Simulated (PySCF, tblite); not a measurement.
# C8H11NSi: geometry, infrared bands and NMR shifts

Wanted: the infrared bands and NMR shifts of C8H11NSi (`C=CC/C=C/C(C#N)=C\[SiH3]`), by calculation.

Computed with tblite 0.8.0 and PySCF 2.14.0, with density-fitted response routines of our own, on a single molecule in the gas phase. Atoms are numbered from 0 throughout.

## 1. The molecule as given

21 atoms, charge 0, multiplicity 1; geometry from: force field or distance geometry start.

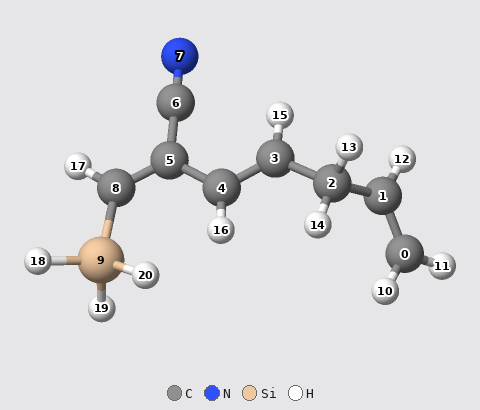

The starting geometry (carbon grey, nitrogen blue, silicon light orange, hydrogen white), atoms numbered; sticks join atoms by distance.

## 2. Relaxing the molecule with GFN2-xTB

The job: settings as JSON, then the geometry in Å.

```
{"job": {"kind": "relax", "xc": "GFN2-xTB", "basis": "xTB"}, "charge": 0, "multiplicity": 1}
C      3.604800    -0.656900    -0.459600
C      2.961400     0.515700    -0.324500
C      1.893400     0.598200     0.683900
C      0.558300     0.977500     0.106100
C     -0.500000     0.180400     0.229600
C     -1.742100     0.629900    -0.363100
C     -1.827900     1.911100    -1.050500
N     -1.914600     2.938600    -1.603700
C     -2.798300    -0.128300    -0.270900
Si    -2.856600    -1.755500     0.560600
H      3.336500    -1.540500     0.130300
H      4.407000    -0.781900    -1.184100
H      3.232500     1.380200    -0.902800
H      2.191200     1.404400     1.408500
H      1.739100    -0.350600     1.197900
H      0.495900     1.934000    -0.387900
H     -0.355600    -0.749800     0.749100
H     -3.717100     0.234100    -0.719100
H     -4.173300    -1.990600     1.210800
H     -2.751200    -2.756700    -0.534900
H     -1.792100    -1.976400     1.523800
```

Launch:

```sh
$ OMP_NUM_THREADS=1 python probes_run.py task.json out
```

This one command runs all jobs of the session in turn.

Standard output:

```text
step      E/eV     max force
  0    -741.39040    2.961
  1    -741.45326    7.281
  2    -741.59263    3.014
  3    -741.68397    1.495
  4    -741.73793    0.574
  5    -741.77376    0.582
  6    -741.80849    0.746
  7    -741.82398    0.356
  8    -741.83507    0.352
  9    -741.84627    0.408
 10    -741.85563    0.317
 11    -741.86329    0.233
 12    -741.86872    0.178
 13    -741.87264    0.186
 14    -741.87589    0.152
 15    -741.87902    0.112
 16    -741.88210    0.115
 17    -741.88468    0.125
 18    -741.88658    0.113
 19    -741.88821    0.099
 20    -741.88978    0.101
 21    -741.89124    0.107
 22    -741.89247    0.085
 23    -741.89353    0.082
 24    -741.89450    0.082
 25    -741.89540    0.074
 26    -741.89624    0.069
 27    -741.89710    0.072
 28    -741.89814    0.077
 29    -741.89939    0.098
 30    -741.90075    0.099
 31    -741.90202    0.094
 32    -741.90306    0.072
 33    -741.90380    0.075
 34    -741.90430    0.051
 35    -741.90468    0.041
 36    -741.90503    0.052
 37    -741.90539    0.057
 38    -741.90579    0.051
 39    -741.90627    0.054
 40    -741.90681    0.050
 41    -741.90731    0.051
 42    -741.90770    0.043
 43    -741.90800    0.035
 44    -741.90833    0.038
 45    -741.90873    0.049
 46    -741.90913    0.053
 47    -741.90946    0.039
 48    -741.90975    0.035
 49    -741.91009    0.049
 50    -741.91052    0.056
 51    -741.91096    0.050
 52    -741.91131    0.049
 53    -741.91158    0.042
 54    -741.91186    0.045
 55    -741.91213    0.038
 56    -741.91231    0.024
 57    -741.91242    0.021
 58    -741.91252    0.026
 59    -741.91264    0.032
 60    -741.91276    0.026
 61    -741.91286    0.024
 62    -741.91295    0.027
 63    -741.91309    0.042
 64    -741.91329    0.049
 65    -741.91354    0.043
 66    -741.91376    0.030
 67    -741.91393    0.033
 68    -741.91410    0.037
 69    -741.91432    0.044
 70    -741.91454    0.033
 71    -741.91471    0.025
 72    -741.91486    0.026
 73    -741.91504    0.030
 74    -741.91528    0.035
 75    -741.91561    0.044
 76    -741.91598    0.057
 77    -741.91642    0.060
 78    -741.91691    0.055
 79    -741.91735    0.075
 80    -741.91778    0.052
 81    -741.91821    0.036
 82    -741.91868    0.041
 83    -741.91903    0.045
 84    -741.91953    0.046
 85    -741.91989    0.045
 86    -741.92025    0.051
 87    -741.92065    0.050
 88    -741.92112    0.074
 89    -741.92178    0.071
 90    -741.92254    0.052
 91    -741.92299    0.050
 92    -741.92351    0.046
 93    -741.92399    0.071
 94    -741.92432    0.067
 95    -741.92493    0.075
 96    -741.92561    0.059
 97    -741.92625    0.054
 98    -741.92682    0.046
 99    -741.92720    0.041
100    -741.92759    0.062
101    -741.92797    0.074
102    -741.92845    0.057
103    -741.92895    0.045
104    -741.92931    0.037
105    -741.92964    0.049
106    -741.92997    0.207
107    -741.93044    0.088
108    -741.93092    0.066
109    -741.93139    0.039
110    -741.93160    0.036
111    -741.93186    0.028
112    -741.93216    0.020
113    -741.93225    0.019
114    -741.93233    0.020
115    -741.93241    0.019
116    -741.93250    0.024
117    -741.93256    0.018
118    -741.93262    0.024
119    -741.93267    0.022
120    -741.93274    0.017
121    -741.93279    0.014
122    -741.93283    0.016
123    -741.93286    0.014
124    -741.93288    0.011
125    -741.93290    0.011
126    -741.93292    0.011
127    -741.93294    0.010
```

Wall time 0.99 s (1 thread of Arm Neoverse V2, shared host).

The steps of the relaxation: (not every step is listed)

| step | energy from step 0 (eV) | largest force (eV/Å) |
| --- | --- | --- |
| 0 | 0.0000 | 2.9609 |
| 1 | -0.0629 | 7.2809 |
| 2 | -0.2022 | 3.0135 |
| 3 | -0.2936 | 1.4951 |
| 4 | -0.3475 | 0.5739 |
| 5 | -0.3834 | 0.5815 |
| 6 | -0.4181 | 0.7461 |
| 7 | -0.4336 | 0.3564 |
| 8 | -0.4447 | 0.3520 |
| 19 | -0.4978 | 0.0991 |
| 30 | -0.5104 | 0.0993 |
| 41 | -0.5169 | 0.0513 |
| 52 | -0.5209 | 0.0488 |
| 63 | -0.5227 | 0.0424 |
| 74 | -0.5249 | 0.0352 |
| 85 | -0.5295 | 0.0452 |
| 96 | -0.5352 | 0.0591 |
| 107 | -0.5400 | 0.0882 |
| 118 | -0.5422 | 0.0242 |
| 122 | -0.5424 | 0.0156 |
| 123 | -0.5425 | 0.0144 |
| 124 | -0.5425 | 0.0109 |
| 125 | -0.5425 | 0.0108 |
| 126 | -0.5425 | 0.0112 |
| 127 | -0.5425 | 0.0102 |

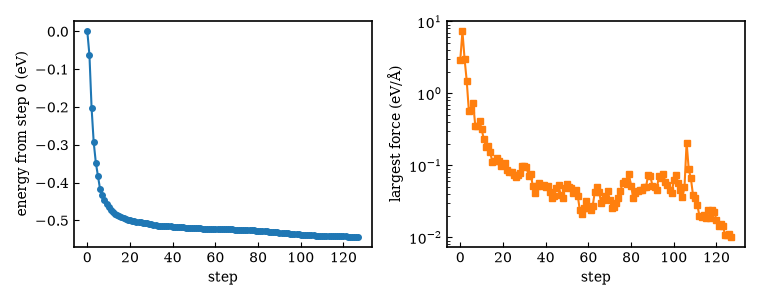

Energy and force, step by step.

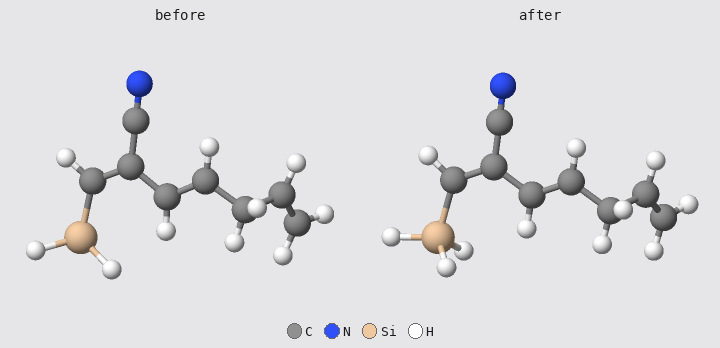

The geometry before (left) and after (right).

Close pairs (by a distance rule), those that changed most:

| bond | before (Å) | after (Å) | change (Å) |
| --- | --- | --- | --- |
| C8–Si9 | 1.828 | 1.882 | +0.054 |
| C5–C8 | 1.303 | 1.348 | +0.045 |
| C5–C6 | 1.456 | 1.420 | -0.037 |
| C1–C2 | 1.471 | 1.501 | +0.030 |
| C2–H13 | 1.124 | 1.096 | -0.028 |
| C0–C1 | 1.344 | 1.319 | -0.026 |
| Si9–H18 | 1.487 | 1.462 | -0.025 |
| C6–N7 | 1.170 | 1.147 | -0.023 |

The next job starts from the end point, and lists it.

## 3. Harmonic vibrations with GFN2-xTB

The job: settings as JSON, then the geometry in Å.

```
{"job": {"kind": "ir", "xc": "GFN2-xTB", "basis": "xTB"}, "charge": 0, "multiplicity": 1}
C      3.680712    -0.613687    -0.633028
C      2.985785     0.473793    -0.362752
C      1.968622     0.572605     0.737228
C      0.645065     0.975705     0.175536
C     -0.451799     0.221167     0.229465
C     -1.734091     0.612058    -0.325742
C     -1.799363     1.859953    -0.999597
N     -1.886435     2.862033    -1.550824
C     -2.859338    -0.126585    -0.244818
Si    -3.027098    -1.801947     0.596066
H      3.563318    -1.520009    -0.061424
H      4.401020    -0.645626    -1.432396
H      3.114341     1.371915    -0.952340
H      2.298094     1.340611     1.446111
H      1.889484    -0.379317     1.264706
H      0.616321     1.939574    -0.318028
H     -0.433348    -0.745340     0.715228
H     -3.748300     0.289645    -0.704206
H     -4.420222    -2.221650     0.455110
H     -2.136296    -2.770934    -0.048627
H     -2.675391    -1.677020     2.013860
```

Standard output:

```text
mode    cm-1     km/mol
  1      23.3      0.40
  2      47.8      0.24
  3      86.7      0.48
  4      95.7      0.24
  5     110.8      2.45
  6     117.7      1.18
  7     130.6      3.21
  8     153.2      1.14
  9     233.4      3.86
 10     303.1      2.73
 11     362.9      4.01
 12     378.0      2.74
 13     407.4      2.74
 14     460.7      3.96
 15     522.6     40.62
 16     548.5     87.48
 17     587.0      4.81
 18     601.3     31.03
 19     647.7     19.64
 20     763.4      7.35
 21     770.1     60.24
 22     787.1    129.17
 23     791.9    218.19
 24     797.5    391.83
 25     815.9     61.01
 26     866.8     25.99
 27     894.3     22.72
 28     924.7      4.47
 29     944.3      6.79
 30    1001.2     11.55
 31    1022.2     14.91
 32    1066.5     34.30
 33    1126.0      3.25
 34    1166.5      3.63
 35    1170.1     36.06
 36    1230.0      0.87
 37    1272.8      1.43
 38    1294.5      0.27
 39    1306.2      9.74
 40    1332.2      0.17
 41    1414.7      4.87
 42    1454.6      2.83
 43    1586.7     52.47
 44    1671.6     64.51
 45    1719.8     13.78
 46    2241.0    382.13
 47    2248.0    168.60
 48    2283.0    325.03
 49    2368.5    169.58
 50    2924.5     29.11
 51    2992.7     22.94
 52    3039.0     24.09
 53    3053.0      1.24
 54    3060.8     14.48
 55    3067.2     73.44
 56    3099.0     24.12
 57    3126.9     55.28
```

It took 0.89 s on 1 thread of Arm Neoverse V2, shared host.

Which atoms move in the most intense modes:

| cm⁻¹ | km/mol | atoms |
| --- | --- | --- |
| 548 | 87.5 | H19 36 %, H20 35 % |
| 787 | 129.2 | H18 41 %, H19 24 %, H20 14 % |
| 792 | 218.2 | H20 33 %, H19 22 %, Si9 13 %, C8 11 % |
| 798 | 391.8 | H18 32 %, H20 28 %, H19 28 % |
| 2241 | 382.1 | H20 74 %, H19 22 % |
| 2248 | 168.6 | H19 74 %, H20 23 % |
| 2283 | 325.0 | H18 97 % |
| 2368 | 169.6 | C6 60 %, N7 39 % |

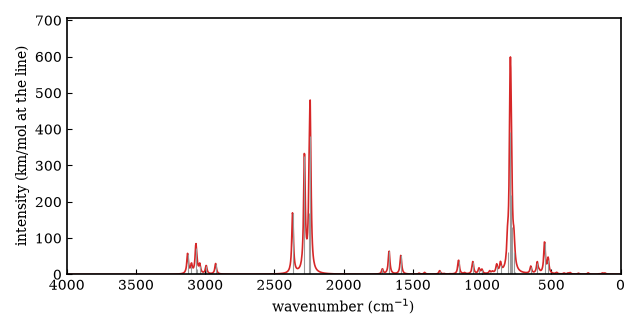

The infrared spectrum from these modes, unscaled. Lines are broadened to a width of 14 cm⁻¹ (Lorentzian).

## 4. Shielding tensors: PBE0/pcSseg-1

Settings changed since step 3:

```diff
@@ -1,2 +1,2 @@
-{"job": {"kind": "ir", "xc": "GFN2-xTB", "basis": "xTB"}, "charge": 0, "multiplicity": 1}
+{"job": {"kind": "nmr", "xc": "PBE0", "basis": "pcSseg-1"}, "charge": 0, "multiplicity": 1}
 C      3.680712    -0.613687    -0.633028
```

Level: GIAO PBE0/pcSseg-1 NMR shielding, non-relativistic, gas phase.

Standard output:

```text
coarse grid: 18200 points
cycle   1  E = -654.8803772267  dE =  1.250e+00  |g| = 5.052e-01  |ddm| = 4.350e+00
cycle   2  E = -654.7747419003  dE =  1.056e-01  |g| = 8.762e-01  |ddm| = 1.272e+00
cycle   3  E = -654.9371170530  dE = -1.624e-01  |g| = 2.021e-01  |ddm| = 8.643e-01
cycle   4  E = -654.9463572608  dE = -9.240e-03  |g| = 4.161e-02  |ddm| = 1.922e-01
cycle   5  E = -654.9466375763  dE = -2.803e-04  |g| = 2.373e-02  |ddm| = 5.796e-02
cycle   6  E = -654.9467903807  dE = -1.528e-04  |g| = 4.768e-03  |ddm| = 2.655e-02
cycle   7  E = -654.9467964817  dE = -6.101e-06  |g| = 8.432e-04  |ddm| = 5.641e-03
final grid: 171680 points
cycle   8  E = -655.0060635259  dE = -4.504e-05  |g| = 7.656e-03  |ddm| = 5.067e-02
cycle   9  E = -655.0060617896  dE =  1.736e-06  |g| = 8.087e-03  |ddm| = 1.562e-02
cycle  10  E = -655.0060783980  dE = -1.661e-05  |g| = 1.978e-03  |ddm| = 8.382e-03
cycle  11  E = -655.0060793927  dE = -9.947e-07  |g| = 3.610e-04  |ddm| = 1.925e-03
cycle  12  E = -655.0060794163  dE = -2.365e-08  |g| = 1.804e-04  |ddm| = 4.623e-04
cycle  13  E = -655.0060794227  dE = -6.384e-09  |g| = 6.735e-05  |ddm| = 1.851e-04
cycle  14  E = -655.0060794238  dE = -1.051e-09  |g| = 1.217e-05  |ddm| = 6.748e-05
cycle  15  E = -655.0060794238  dE = -2.956e-11  |g| = 5.081e-06  |ddm| = 1.568e-05
converged SCF energy = -655.0060794238

GIAO shielding tensors (ppm)
atom      isotropic    diamagn.    paramagn.     s11        s22        s33       span
  0 C       64.585     252.937    -188.352    -46.638     81.876    158.517    205.156
  1 C       43.604     257.794    -214.191    -77.822     52.384    156.249    234.071
  2 C      140.610     247.514    -106.904    124.586    143.608    153.636     29.049
  3 C       37.635     260.726    -223.091    -67.669     27.979    152.595    220.264
  4 C       54.368     258.696    -204.328    -46.945     69.398    140.651    187.596
  5 C       48.729     258.319    -209.590    -67.404     69.432    144.159    211.563
  6 C       64.650     260.171    -195.522    -57.656    -42.414    294.018    351.674
  7 N      -50.350     342.378    -392.727   -197.589   -182.048    228.589    426.178
  8 C       43.940     253.412    -209.472    -71.550     34.200    169.168    240.718
  9 Si     436.332     879.788    -443.456    419.535    424.730    464.731     45.197
 10 H       26.228      31.670      -5.443     22.991     25.675     30.017      7.026
 11 H       26.348      27.586      -1.239     23.614     25.250     30.178      6.563
 12 H       25.522      30.779      -5.258     23.342     24.806     28.417      5.075
 13 H       28.279      29.873      -1.594     25.083     26.851     32.904      7.821
 14 H       28.853      33.662      -4.809     25.666     29.766     31.126      5.460
 15 H       24.887      36.589     -11.702     21.787     23.164     29.710      7.923
 16 H       25.419      37.447     -12.028     22.339     22.724     31.194      8.855
 17 H       24.927      28.706      -3.779     22.203     23.372     29.205      7.002
 18 H       27.635      27.849      -0.215     24.215     25.858     32.831      8.616
 19 H       27.361      29.746      -2.385     24.023     26.335     31.724      7.702
 20 H       27.368      29.199      -1.831     24.121     26.263     31.720      7.599
```

It took 64 s on 1 thread of Arm Neoverse V2, shared host; peak memory 1.1 GiB.

Shifts follow as δ = σ(reference) − σ, with reference shieldings (ppm) from runs at the same level and on the same kind of geometry: 1H TMS 31.72, 13C TMS 186.9, 29Si TMS 349.2, 15N NH3 267.7. The references are single molecules in the gas phase, so shifts against H2O, NH3, PH3, H3PO4 or CFCl3 are not on the usual liquid scales and can be off by tens of ppm. Atoms listed in one row are averaged.

| atoms | environment | σ (ppm) | δ (ppm) | δ scaled to CDCl3 |
| --- | --- | --- | --- | --- |
| C3 | alkene CH | 37.6 | 149.3 | 143.8 |
| C1 | alkene CH | 43.6 | 143.3 | 138.0 |
| C8 | alkene CH | 43.9 | 143.0 | 137.6 |
| C5 | fully substituted alkene carbon | 48.7 | 138.2 | 133.0 |
| C4 | alkene CH | 54.4 | 132.6 | 127.5 |
| C0 | terminal =CH2 carbon | 64.6 | 122.3 | 117.5 |
| C6 | nitrile carbon | 64.6 | 122.3 | 117.4 |
| C2 | allylic sp3 CH2 | 140.6 | 46.3 | 43.3 |
| H15 | hydrogen on an alkene CH | 24.89 | 6.83 | 6.54 |
| H17 | hydrogen on an alkene CH | 24.93 | 6.79 | 6.51 |
| H16 | hydrogen on an alkene CH | 25.42 | 6.30 | 6.04 |
| H12 | hydrogen on an alkene CH | 25.52 | 6.20 | 5.95 |
| H10 | hydrogen on a terminal =CH2 carbon | 26.23 | 5.49 | 5.28 |
| H11 | hydrogen on a terminal =CH2 carbon | 26.35 | 5.37 | 5.17 |
| H18, H19, H20 | hydrogen on a silicon bonded to C | 27.45 | 4.26 | – |
| H13, H14 | hydrogen on an allylic sp3 CH2 | 28.57 | 3.15 | 3.08 |
| N7 | nitrile nitrogen | -50.3 | 318.1 | – |
| Si9 | silicon bonded to C, 3 H | 436.3 | -87.2 | – |

The scaled column applies a straight-line fit of computed shieldings to shifts measured in CDCl3 (root-mean-square error 0.16 ppm for H, 1.9 ppm for C).

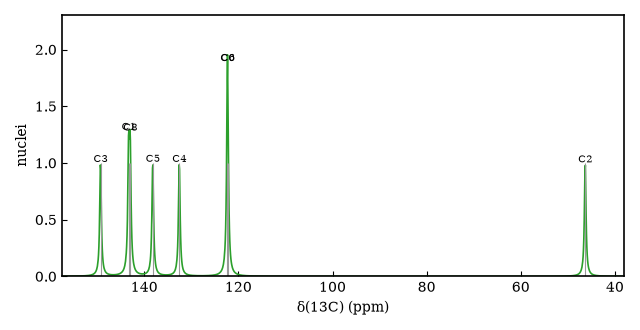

13C lines at the computed shifts, without couplings. Lines are broadened to a width of 0.41 ppm (Lorentzian).

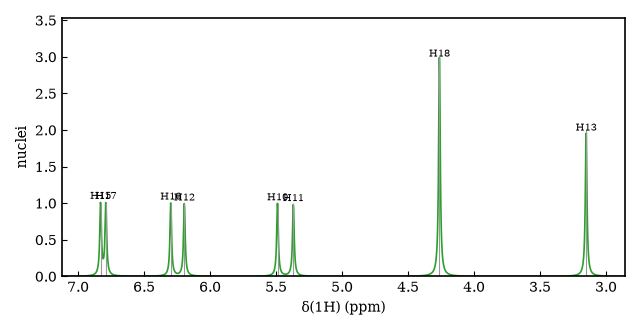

1H lines at the computed shifts, without couplings. Lines are broadened to a width of 0.01 ppm (Lorentzian).

Charges from the same density, by scheme (e):

| atoms | Mulliken | IAO | Hirshfeld | ESP fit |
| --- | --- | --- | --- | --- |
| C0 | -0.14 | -0.32 | -0.10 | -0.54 |
| C1 | -0.24 | -0.13 | -0.03 | 0.00 |
| C2 | -0.11 | -0.26 | -0.06 | -0.12 |
| C3 | -0.16 | -0.10 | -0.02 | -0.13 |
| C4 | -0.05 | -0.16 | -0.05 | -0.17 |
| C5 | -0.20 | -0.01 | 0.02 | -0.11 |
| C6 | 0.13 | 0.14 | 0.08 | 0.42 |
| N7 | -0.24 | -0.24 | -0.21 | -0.47 |
| C8 | -0.28 | -0.41 | -0.12 | -0.25 |
| Si9 | 0.51 | 0.59 | 0.32 | 0.36 |

IAO charges:

C0 -0.32; C1 -0.13; C2 -0.26; C3 -0.10; C4 -0.16; C5 -0.01; C6 0.14; N7 -0.24; C8 -0.41; Si9 0.59; H10 0.14; H11 0.16; H12 0.15; H13 0.16; H14 0.14; H15 0.16; H16 0.15; H17 0.17; H18 -0.10; H19 -0.11; H20 -0.11

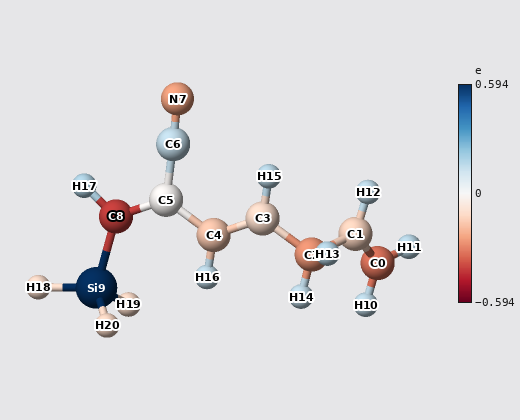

IAO charges, as colours on the atoms.

Mayer bond orders: C0–C1 2.00, C1–C2 1.01, C2–C3 1.03, C3–C4 1.79, C4–C5 1.12, C5–C6 1.02, C6–N7 3.01, C5–C8 1.77, C8–Si9 0.89.

Orbitals, density, ELF and potential are computed afterwards from the orbital file.

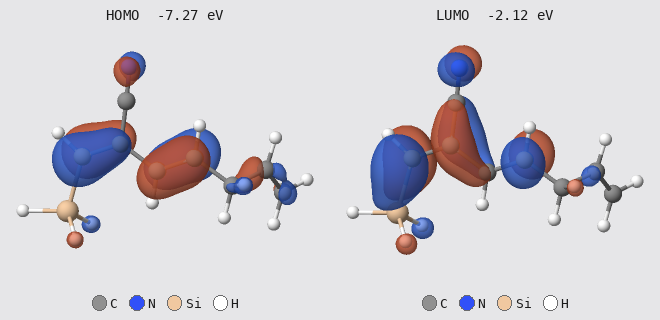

PBE0/pcSseg-1 orbitals near the gap, drawn at the value that encloses 70 % of each; the two colours are the two signs.

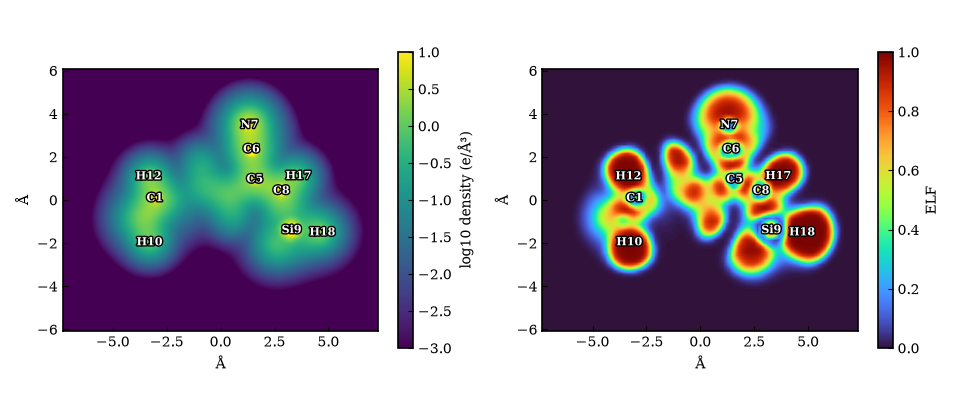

Density (left) and ELF (right) in a plane through or near 10 of the atoms.

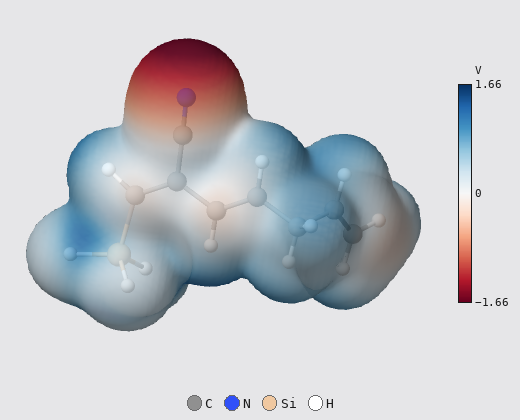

The potential that a unit positive charge feels on the 0.002 e/bohr³ surface, from -1.66 V near N7 to 1.19 V near H16.

## 5. Results

| quantity | value |
| --- | --- |
| strongest single infrared mode (GFN2-xTB) | 798 cm⁻¹, 392 km/mol |
| zero-point energy (GFN2-xTB) | 97.9 kcal/mol |
| 13C shifts against TMS (PBE0/pcSseg-1) | 149.3, 143.3, 143.0, 138.2, 132.6, 122.3, 122.3, 46.3 ppm |
| 1H shifts against TMS (PBE0/pcSseg-1, means over atoms taken as alike) | 6.83, 6.79, 6.30, 6.20, 5.49, 5.37, 4.26, 3.15 ppm |
| 15N shifts against NH3 (PBE0/pcSseg-1) | 318.1 ppm |
| 29Si shifts against TMS (PBE0/pcSseg-1) | -87.2 ppm |
| surface potential, least and greatest | -1.66 V and 1.19 V |

**Reading.** The optimisation took 127 steps and gained 0.543 eV; among the close pairs (by a distance rule), C8–Si9 changed most, from 1.828 to 1.882 Å. No mode is imaginary among the 57: a minimum at this level. The strongest single mode, at 798 cm⁻¹, has its largest shares on H18, H20 and H19 (the list is cut at 3 atoms). GFN2-xTB is a fitted tight-binding method: band positions and strengths are rough. Its intensities can rank the bands wrongly. At PBE0/pcSseg-1: The widest tensor belongs to N7: span 426 ppm, with a paramagnetic part of -393 ppm. At PBE0/pcSseg-1, counted by nearest atom on the grid, the HOMO lies on C3, C8 about 23 % each; C4 16 %, the LUMO on C8 28 %; C5 18 %.
